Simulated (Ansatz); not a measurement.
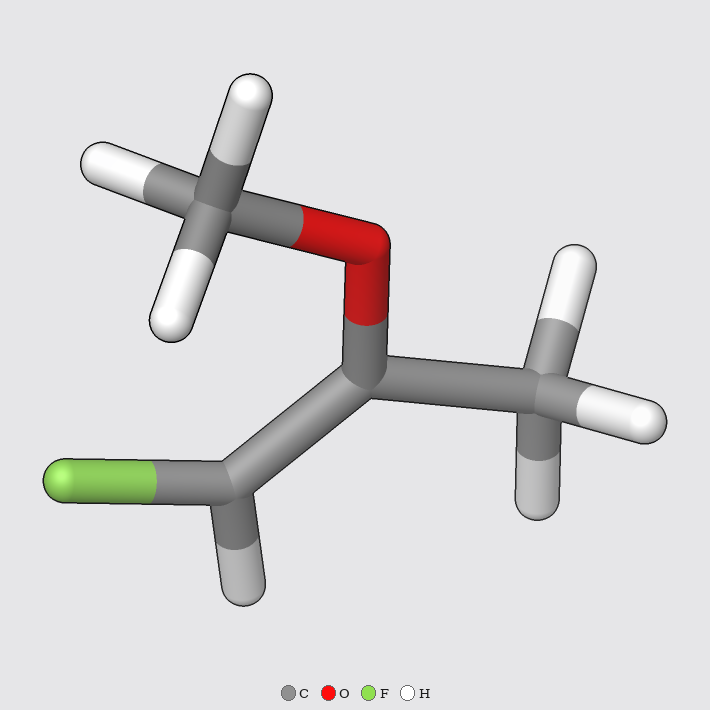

A stick model of a molecule.

The computed structure is the end point of a PBE0-D4/def2-TZVP optimisation. No frequency run is at hand to confirm it as a minimum.

Question: Give the formula.

Answer: C₄H₇FO, 13 atoms: 4 carbon, 7 hydrogen, 1 fluorine and 1 oxygen.

Question: Name some functional groups or characteristic bonds that it holds.

Answer: Among them: ether, alkene, C–F bond.

Question: Give a SMILES string for it.

Answer: CO/C(C)=C\F

Question: Does it have rings?

Answer: It has no ring.

Question: Count the bonded pairs by element.

Answer: 7 C–H, 2 C–O, 2 C–C, 1 C–F.

More results for the same structure follow; atom numbers are the same in all pictures, views and colours differ.

### Geometry

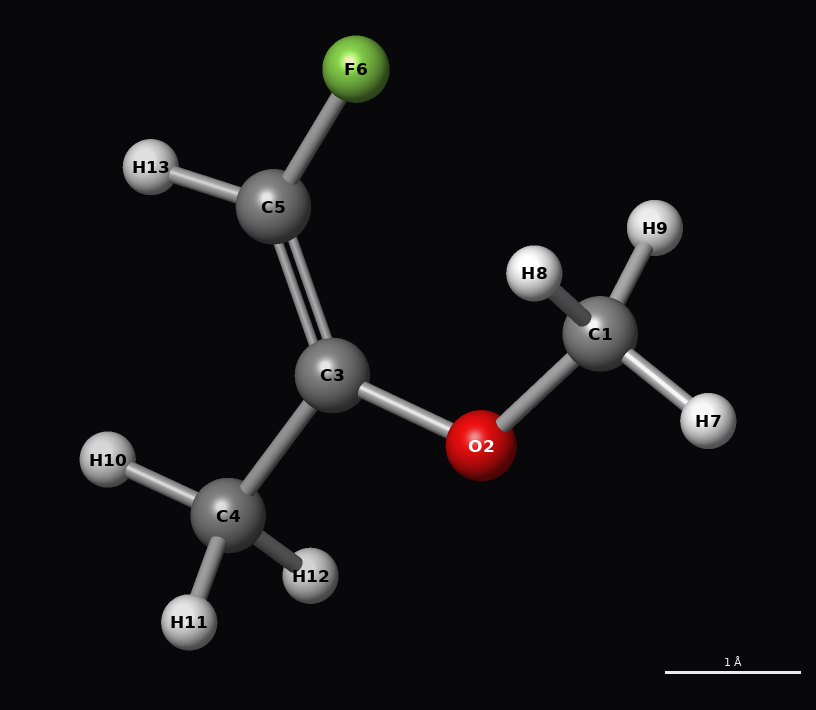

No frequency run is at hand to confirm it as a minimum.

List the bonds and their lengths.

| bond | length (Å) | order |
| --- | --- | --- |
| C1–O2 | 1.416 | single |
| C1–H7 | 1.089 | single |
| C1–H8 | 1.092 | single |
| C1–H9 | 1.092 | single |
| O2–C3 | 1.348 | single |
| C3–C4 | 1.490 | single |
| C3–C5 | 1.333 | double |
| C4–H10 | 1.089 | single |
| C4–H11 | 1.093 | single |
| C4–H12 | 1.093 | single |
| C5–F6 | 1.349 | single |
| C5–H13 | 1.080 | single |

### Levels of theory compared

No frequency run is at hand to confirm it as a minimum. Program: Ansatz 0.2.0.

Compare HOMO energy (eV) at these levels: B3LYP-D4/def2-TZVPP; PBE-D4/def2-TZVPP; PBE0-D4/def2-TZVPP; r2SCAN-D4/def2-TZVPP; ωB97M-V/def2-TZVPP; ωB97X-V/def2-TZVPP.

```csv
level,HOMO energy (eV)
B3LYP-D4/def2-TZVPP,−6.14
PBE-D4/def2-TZVPP,−5.06
PBE0-D4/def2-TZVPP,−6.33
r2SCAN-D4/def2-TZVPP,−5.28
ωB97M-V/def2-TZVPP,−8.58
ωB97X-V/def2-TZVPP,−8.66
```

### Charges

The questions are on Mulliken charges. No frequency run is at hand to confirm it as a minimum. Method: RKS PBE-D4/def2-TZVPP (Ansatz 0.2.0).

Question: Which atom carries the highest charge (most positive or least negative)?

Answer: C3, H7, H8, H9 (0.11 e).

Question: And the lowest?

Answer: C4 (−0.23 e).

Give the Mulliken charges atom by atom.

```tsv
atom	value (e)
C1	−0.16
O2	−0.22
C3	0.11
C4	−0.23
C5	0.02
F6	−0.18
H7	0.11
H8	0.11
H9	0.11
H10	0.08
H11	0.09
H12	0.09
H13	0.07
```

### Dipole moment

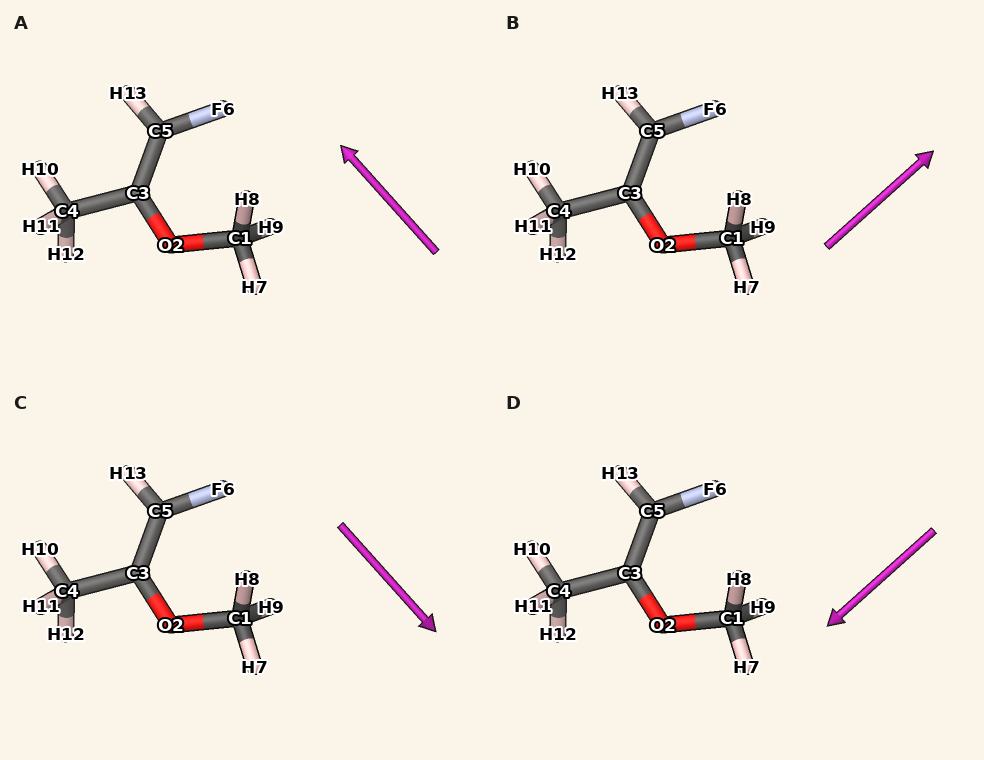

The same molecule four times, each with an arrow. No frequency run is at hand to confirm it as a minimum. Properties computed with RKS r2SCAN-D4/def2-TZVPP (Ansatz 0.2.0).

Question: Which arrow points along the dipole moment, from the negative to the positive end?

Answer: D. The dipole moment is 0.67 D; it points from the side of F6 to the side of H11, H12 (the outermost atoms at the two ends).

Mulliken values depend strongly on the basis set and can even reverse the polarity of a bond.
